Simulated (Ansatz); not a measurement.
Al2H4Cl2O: geometry relaxation (part 2 of 2)

Al2H4Cl2O; RKS PBE0/def2-SVP (Ansatz 0.2.0). It belongs to a series of runs on one base structure; here: end point B relaxed.

Geometry of the input (Å):
```
Al 0.0041  -0.3167  -0.5660
H  0.1378  -0.2925  2.1871
Cl 1.8964  0.5046  -0.8595
Cl -1.6711  0.8735  -0.9445
O  -0.1786  -1.9884  -0.1316
Al -0.8231  -3.5716  -0.1295
H  0.0989  -4.7537  0.3763
H  -2.3119  -3.7795  -0.6410
H  0.0766  -0.8855  1.7793
```

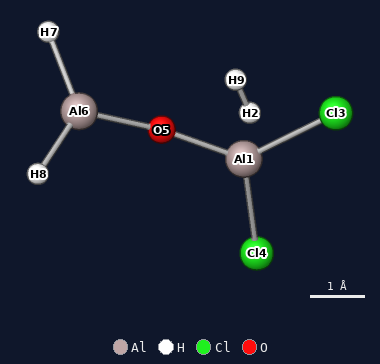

Figure 1. The geometry at step 18 of the log (ball-and-stick view, seen at a tilt; atoms are numbered from 1 in the order of the input).

Trajectory as extended XYZ, continued
```
9
Properties=species:S:1:pos:R:3:forces:R:3 step=7 energy=-40326.76129
Al    0.0089   -0.4363   -0.3361    0.0213  -0.0184   0.0214
H     0.1297    0.1667    1.7914   -0.0117  -0.0385   0.0065
Cl    1.9036    0.3623   -0.7321   -0.0124  -0.0116  -0.0162
Cl   -1.6396    0.8350   -0.5816    0.0123   0.0003   0.0021
O    -0.2021   -2.1016   -0.1484   -0.0402   0.0564  -0.0040
Al   -0.8360   -3.6842   -0.2398    0.0010  -0.0112   0.0203
H     0.0696   -4.8791    0.2683    0.0069   0.0076   0.0026
H    -2.3077   -3.8726   -0.7955    0.0092  -0.0107  -0.0214
H     0.1026   -0.6000    1.8445    0.0135   0.0260  -0.0113
9
Properties=species:S:1:pos:R:3:forces:R:3 step=8 energy=-40326.76309
Al    0.0052   -0.4364   -0.3383    0.0126   0.0023   0.0482
H     0.1147    0.1705    1.7960   -0.0111  -0.0200  -0.0012
Cl    1.9032    0.3474   -0.7448   -0.0056  -0.0126  -0.0229
Cl   -1.6333    0.8507   -0.5697    0.0125  -0.0043  -0.0033
O    -0.2166   -2.0983   -0.1394   -0.0288   0.0336  -0.0174
Al   -0.8344   -3.6869   -0.2393   -0.0137  -0.0036   0.0160
H     0.0735   -4.8782    0.2732    0.0095   0.0129   0.0051
H    -2.2992   -3.8823   -0.8111    0.0116  -0.0152  -0.0198
H     0.1160   -0.5963    1.8441    0.0131   0.0069  -0.0048
9
Properties=species:S:1:pos:R:3:forces:R:3 step=9 energy=-40326.76489
Al    0.0019   -0.4364   -0.3336    0.0095   0.0065   0.0457
H     0.1044    0.1752    1.7927   -0.0125   0.0327  -0.0024
Cl    1.9019    0.3323   -0.7566    0.0048  -0.0082  -0.0250
Cl   -1.6283    0.8628   -0.5524    0.0025   0.0030  -0.0072
O    -0.2292   -2.0962   -0.1329   -0.0259   0.0215  -0.0176
Al   -0.8343   -3.6890   -0.2400   -0.0089  -0.0033   0.0149
H     0.0759   -4.8744    0.2811    0.0114   0.0111   0.0090
H    -2.2897   -3.8945   -0.8297    0.0017  -0.0158  -0.0224
H     0.1265   -0.5896    1.8420    0.0172  -0.0476   0.0049
9
Properties=species:S:1:pos:R:3:forces:R:3 step=10 energy=-40326.76458 accepted=F
Al   -0.0317   -0.4288   -0.3108    0.0301   0.0693   0.0485
H     0.0056    0.1957    1.8044    0.2460  -0.7679   0.0314
Cl    1.8890    0.2113   -0.8660   -0.0888  -0.0328   0.0135
Cl   -1.5908    0.9721   -0.4535    0.0501  -0.0396   0.0049
O    -0.3418   -2.0702   -0.0786   -0.0353  -0.1566  -0.0799
Al   -0.8325   -3.7021   -0.2453   -0.0700   0.1049  -0.0258
H     0.0997   -4.8363    0.3528   -0.0154   0.0401   0.0083
H    -2.2152   -3.9915   -0.9816    0.1161   0.0076   0.0435
H     0.2466   -0.5600    1.8494   -0.2328   0.7749  -0.0443
9
Properties=species:S:1:pos:R:3:forces:R:3 step=11 energy=-40326.77190
Al   -0.0123   -0.4311   -0.3243    0.0139   0.0028   0.0265
H     0.0693    0.1755    1.8007   -0.0115   0.0017  -0.0063
Cl    1.8921    0.2922   -0.8066   -0.0022  -0.0092  -0.0138
Cl   -1.6177    0.9045   -0.5052   -0.0003   0.0040   0.0042
O    -0.2700   -2.0863   -0.1213   -0.0287   0.0089  -0.0185
Al   -0.8373   -3.6919   -0.2411    0.0052  -0.0019  -0.0015
H     0.0741   -4.8518    0.3341    0.0025   0.0127   0.0174
H    -2.2527   -3.9382   -0.9079    0.0040  -0.0087  -0.0144
H     0.1835   -0.5827    1.8423    0.0171  -0.0103   0.0064
9
Properties=species:S:1:pos:R:3:forces:R:3 step=12 energy=-40326.77568
Al   -0.0264   -0.4257   -0.3131    0.0305   0.0032   0.0081
H     0.0247    0.1728    1.8016    0.1109  -0.3810   0.0140
Cl    1.8822    0.2515   -0.8544   -0.0422  -0.0168   0.0052
Cl   -1.6077    0.9461   -0.4493    0.0139  -0.0043   0.0131
O    -0.3119   -2.0766   -0.1142   -0.0305  -0.0223  -0.0523
Al   -0.8361   -3.6961   -0.2529   -0.0260  -0.0001   0.0457
H     0.0679   -4.8253    0.3987   -0.0240   0.0334  -0.0179
H    -2.2156   -3.9833   -0.9863    0.0703   0.0040   0.0001
H     0.2519   -0.5732    1.8406   -0.1031   0.3839  -0.0160
9
Properties=species:S:1:pos:R:3:forces:R:3 step=13 energy=-40326.77340 accepted=F
Al   -0.0419   -0.4259   -0.3133    0.0367   0.0139   0.0527
H     0.0160    0.1682    1.7898    0.1461  -0.3654   0.0329
Cl    1.8684    0.2263   -0.8803   -0.0564  -0.0219  -0.0097
Cl   -1.6054    0.9723   -0.4002    0.0198  -0.0186  -0.0056
O    -0.3428   -2.0716   -0.0969   -0.0778  -0.0320  -0.0146
Al   -0.8582   -3.6955   -0.2177    0.0462  -0.0235  -0.2546
H     0.0585   -4.8120    0.4364   -0.0722   0.0330   0.0708
H    -2.1650   -4.0131   -1.0764    0.0915   0.0320   0.1385
H     0.2994   -0.5584    1.8294   -0.1339   0.3825  -0.0104
9
Properties=species:S:1:pos:R:3:forces:R:3 step=14 energy=-40326.78085
Al   -0.0342   -0.4271   -0.3051    0.0181  -0.0035  -0.0180
H     0.0303    0.1730    1.7991    0.0167  -0.0685   0.0058
Cl    1.8696    0.2383   -0.8722   -0.0147  -0.0077   0.0049
Cl   -1.6067    0.9558   -0.4261    0.0028  -0.0021   0.0185
O    -0.3251   -2.0769   -0.1093   -0.0364  -0.0089  -0.0309
Al   -0.8397   -3.6984   -0.2513   -0.0125   0.0043   0.0061
H     0.0542   -4.8187    0.4239   -0.0138   0.0121   0.0066
H    -2.1896   -3.9977   -1.0307    0.0475   0.0041   0.0052
H     0.2703   -0.5581    1.8423   -0.0076   0.0702   0.0018
9
Properties=species:S:1:pos:R:3:forces:R:3 step=15 energy=-40326.78519
Al   -0.0450   -0.4246   -0.3052    0.0090  -0.0101  -0.0108
H     0.0302    0.1649    1.7997    0.0091  -0.0357   0.0069
Cl    1.8559    0.2289   -0.8944   -0.0108  -0.0048   0.0009
Cl   -1.6092    0.9712   -0.3877    0.0063  -0.0055   0.0165
O    -0.3451   -2.0734   -0.1166   -0.0298  -0.0001  -0.0315
Al   -0.8421   -3.7003   -0.2540   -0.0086   0.0014   0.0054
H     0.0273   -4.8027    0.4803   -0.0145   0.0128   0.0064
H    -2.1515   -4.0221   -1.0902    0.0399   0.0030   0.0037
H     0.3085   -0.5517    1.8388   -0.0005   0.0392   0.0023
9
Properties=species:S:1:pos:R:3:forces:R:3 step=16 energy=-40326.79104
Al   -0.0580   -0.4231   -0.3097   -0.0160  -0.0047   0.0175
H     0.0268    0.1550    1.8040    0.0287  -0.0680   0.0037
Cl    1.8373    0.2168   -0.9295   -0.0110  -0.0031  -0.0034
Cl   -1.6110    0.9897   -0.3240    0.0185  -0.0143   0.0025
O    -0.3727   -2.0700   -0.1336   -0.0181   0.0161  -0.0299
Al   -0.8476   -3.7037   -0.2579    0.0029  -0.0380  -0.0001
H    -0.0163   -4.7786    0.5641   -0.0474   0.0430  -0.0188
H    -2.0931   -4.0585   -1.1774    0.0567   0.0034   0.0276
H     0.3635   -0.5375    1.8347   -0.0143   0.0657   0.0010
9
Properties=species:S:1:pos:R:3:forces:R:3 step=17 energy=-40326.79459
Al   -0.0850   -0.4167   -0.3063   -0.0414   0.0132   0.0077
H     0.0366    0.1296    1.8120    0.1240  -0.1906   0.0187
Cl    1.8019    0.2009   -0.9734   -0.0110   0.0002   0.0021
Cl   -1.6205    1.0191   -0.2589    0.0591  -0.0552   0.0165
O    -0.4194   -2.0609   -0.1486   -0.0136   0.0096  -0.0254
Al   -0.8534   -3.7061   -0.2653   -0.0487  -0.1306  -0.0235
H    -0.0863   -4.7401    0.6807   -0.1106   0.1139  -0.1063
H    -2.0013   -4.1136   -1.3025    0.1679   0.0363   0.1398
H     0.4565   -0.5221    1.8329   -0.1256   0.2031  -0.0297
9
Properties=species:S:1:pos:R:3:forces:R:3 step=18 energy=-40326.79852
Al   -0.0898   -0.4216   -0.3092   -0.0256   0.0248   0.0604
H     0.0410    0.1408    1.8062    0.0727  -0.1194   0.0038
Cl    1.7961    0.1962   -0.9790   -0.0196  -0.0040  -0.0157
Cl   -1.6176    1.0193   -0.2147    0.0324  -0.0389  -0.0241
O    -0.4263   -2.0650   -0.1495   -0.0235   0.0211  -0.0371
Al   -0.8600   -3.7103   -0.2644   -0.0025  -0.0890  -0.0459
H    -0.1188   -4.7367    0.6995   -0.0730   0.0675  -0.0447
H    -1.9647   -4.1307   -1.3334    0.0935   0.0320   0.0959
H     0.4691   -0.5020    1.8151   -0.0543   0.1059   0.0074
9
Properties=species:S:1:pos:R:3:forces:R:3 step=19 energy=-40326.80316
Al   -0.1232   -0.4340   -0.3012    0.0200  -0.0016  -0.0226
H     0.0707    0.1382    1.8513    0.1067  -0.1450  -0.0254
Cl    1.7391    0.1946   -1.0185    0.0382   0.0046  -0.0039
Cl   -1.6434    1.0001   -0.1455   -0.0463   0.0268   0.0224
O    -0.4680   -2.0773   -0.1985    0.0280  -0.0205   0.0861
Al   -0.8673   -3.7333   -0.2853   -0.0445   0.0806  -0.0671
H    -0.2804   -4.7161    0.8050    0.0193  -0.0014   0.0397
H    -1.8223   -4.1806   -1.4645   -0.0043  -0.0490  -0.0117
H     0.6238   -0.4013    1.8280   -0.1170   0.1055  -0.0175
9
Properties=species:S:1:pos:R:3:forces:R:3 step=20 energy=-40326.80902
Al   -0.1306   -0.4202   -0.3042    0.0106   0.0550   0.0127
H     0.0513    0.0359    1.8608    0.0048  -0.0059  -0.0254
Cl    1.7370    0.2127   -1.0126   -0.0122  -0.0058   0.0024
Cl   -1.6610    1.0052   -0.1259    0.0062  -0.0135   0.0051
O    -0.4722   -2.0630   -0.1935   -0.0101  -0.0282  -0.0076
Al   -0.8765   -3.7164   -0.2816    0.0017  -0.0060   0.0006
H    -0.3341   -4.6718    0.8598   -0.0071   0.0085   0.0056
H    -1.7713   -4.2081   -1.4920    0.0053  -0.0026  -0.0030
H     0.6865   -0.3841    1.7600    0.0007  -0.0014   0.0096
9
Properties=species:S:1:pos:R:3:forces:R:3 step=21 energy=-40326.80968
Al   -0.1310   -0.4198   -0.2943    0.0083   0.0350  -0.0141
H     0.0575    0.0415    1.8445   -0.0112   0.0059  -0.0017
Cl    1.7317    0.2130   -1.0150   -0.0045  -0.0005   0.0002
Cl   -1.6631    1.0030   -0.1112    0.0008  -0.0046   0.0073
O    -0.4731   -2.0633   -0.1911   -0.0094  -0.0271  -0.0030
Al   -0.8761   -3.7168   -0.2826   -0.0018   0.0012   0.0033
H    -0.3497   -4.6686    0.8689   -0.0044   0.0035   0.0064
H    -1.7558   -4.2118   -1.5028    0.0071  -0.0013  -0.0034
H     0.6885   -0.3868    1.7543    0.0150  -0.0123   0.0050
9
Properties=species:S:1:pos:R:3:forces:R:3 step=22 energy=-40326.80896 accepted=F
Al   -0.1426   -0.4142   -0.2908    0.0010   0.0324   0.0002
H     0.0659   -0.0031    1.8395    0.2827  -0.1436  -0.0307
Cl    1.7130    0.2234   -1.0275   -0.0107   0.0033  -0.0033
Cl   -1.6781    1.0018   -0.0719    0.0193  -0.0176  -0.0025
O    -0.4824   -2.0587   -0.1938   -0.0172  -0.0226  -0.0284
Al   -0.8803   -3.7132   -0.2826   -0.0142  -0.0526   0.0102
H    -0.4248   -4.6392    0.9253   -0.0264   0.0285  -0.0516
H    -1.6831   -4.2353   -1.5505    0.0451   0.0227   0.0582
H     0.7416   -0.3712    1.7230   -0.2796   0.1495   0.0479
9
Properties=species:S:1:pos:R:3:forces:R:3 step=23 energy=-40326.81062
Al   -0.1371   -0.4140   -0.3072    0.0035  -0.0140   0.0344
H     0.0761    0.0410    1.8424    0.0140  -0.0113   0.0002
Cl    1.7200    0.2220   -1.0364   -0.0013   0.0047  -0.0107
Cl   -1.6658    1.0070   -0.0886    0.0013  -0.0001  -0.0039
O    -0.4767   -2.0589   -0.1999    0.0004   0.0051  -0.0158
Al   -0.8744   -3.7143   -0.2806   -0.0123   0.0088  -0.0062
H    -0.3823   -4.6492    0.8995   -0.0025   0.0020   0.0037
H    -1.7176   -4.2243   -1.5211    0.0124  -0.0037   0.0055
H     0.6867   -0.4190    1.7626   -0.0156   0.0086  -0.0072
9
Properties=species:S:1:pos:R:3:forces:R:3 step=24 energy=-40326.81120
Al   -0.1421   -0.4068   -0.2949   -0.0290  -0.0371  -0.0278
H     0.1061    0.0322    1.8390    0.0176  -0.0092   0.0007
Cl    1.6910    0.2353   -1.0791   -0.0031  -0.0004   0.0163
Cl   -1.6722    1.0102   -0.0532    0.0151  -0.0041   0.0131
O    -0.4837   -2.0531   -0.1976    0.0017   0.0300  -0.0028
Al   -0.8804   -3.7087   -0.2764    0.0108  -0.0467  -0.0372
H    -0.4531   -4.6219    0.9504   -0.0324   0.0257  -0.0380
H    -1.6352   -4.2469   -1.5683    0.0354   0.0278   0.0808
H     0.6986   -0.4501    1.7508   -0.0162   0.0140  -0.0049
9
Properties=species:S:1:pos:R:3:forces:R:3 step=25 energy=-40326.81106 accepted=F
Al   -0.1470   -0.4056   -0.2996   -0.0126  -0.0197   0.0061
H     0.1146    0.0283    1.8359    0.0125  -0.0113  -0.0025
Cl    1.6862    0.2459   -1.0762   -0.0084  -0.0011   0.0011
Cl   -1.6758    1.0090   -0.0338    0.0118  -0.0116  -0.0043
O    -0.4796   -2.0536   -0.2042    0.0217   0.0246  -0.0331
Al   -0.8657   -3.7115   -0.2840   -0.0917  -0.0424   0.0384
H    -0.4875   -4.6113    0.9702    0.0048   0.0282  -0.0694
H    -1.6202   -4.2561   -1.5726    0.0686   0.0232   0.0548
H     0.7040   -0.4549    1.7349   -0.0068   0.0100   0.0090
9
Properties=species:S:1:pos:R:3:forces:R:3 step=26 energy=-40326.81213
Al   -0.1463   -0.4069   -0.2994   -0.0090  -0.0152  -0.0049
H     0.1105    0.0288    1.8389    0.0095  -0.0063  -0.0003
Cl    1.6879    0.2389   -1.0773   -0.0020   0.0004   0.0052
Cl   -1.6728    1.0106   -0.0422    0.0043  -0.0019   0.0037
O    -0.4843   -2.0531   -0.2032   -0.0017   0.0115  -0.0086
Al   -0.8781   -3.7095   -0.2780    0.0037  -0.0167  -0.0088
H    -0.4713   -4.6160    0.9578   -0.0133   0.0110  -0.0151
H    -1.6210   -4.2527   -1.5696    0.0150   0.0100   0.0295
H     0.7044   -0.4497    1.7436   -0.0065   0.0070  -0.0006
9
Properties=species:S:1:pos:R:3:forces:R:3 step=27 energy=-40326.81252
Al   -0.1537   -0.4051   -0.3016    0.0049   0.0037   0.0060
H     0.1244    0.0206    1.8383    0.0046  -0.0052   0.0019
Cl    1.6769    0.2466   -1.0832   -0.0016   0.0011  -0.0019
Cl   -1.6779    1.0109   -0.0239    0.0025  -0.0052  -0.0004
O    -0.4875   -2.0517   -0.2093   -0.0035  -0.0024  -0.0121
Al   -0.8765   -3.7094   -0.2794   -0.0088  -0.0072   0.0177
H    -0.5112   -4.6022    0.9789   -0.0025   0.0088  -0.0159
H    -1.5846   -4.2649   -1.5828    0.0089   0.0007   0.0049
H     0.7190   -0.4546    1.7337   -0.0045   0.0058  -0.0002
9
Properties=species:S:1:pos:R:3:forces:R:3 step=28 energy=-40326.81266
Al   -0.1572   -0.4043   -0.3029    0.0080   0.0143   0.0122
H     0.1318    0.0154    1.8399    0.0044  -0.0067  -0.0015
Cl    1.6699    0.2509   -1.0895   -0.0022   0.0002  -0.0032
Cl   -1.6798    1.0104   -0.0104    0.0001  -0.0045  -0.0039
O    -0.4902   -2.0509   -0.2133   -0.0053  -0.0091  -0.0119
Al   -0.8780   -3.7090   -0.2794   -0.0040  -0.0071   0.0228
H    -0.5371   -4.5935    0.9916   -0.0017   0.0093  -0.0152
H    -1.5591   -4.2736   -1.5924    0.0034  -0.0017  -0.0021
H     0.7287   -0.4551    1.7272   -0.0026   0.0053   0.0030
```

Summary

- outcome: converged
- total energy: −40326.8127 eV
- mean-field energy: −40326.8127 eV
- largest force (length of the vector) at the end: 0.024 eV/Å
- hardware: 2 threads of Arm Neoverse V2, 24 GiB of memory available, shared host
- wall time: 82 s (CPU time 2.1 min)
- peak memory: 0.23 GiB
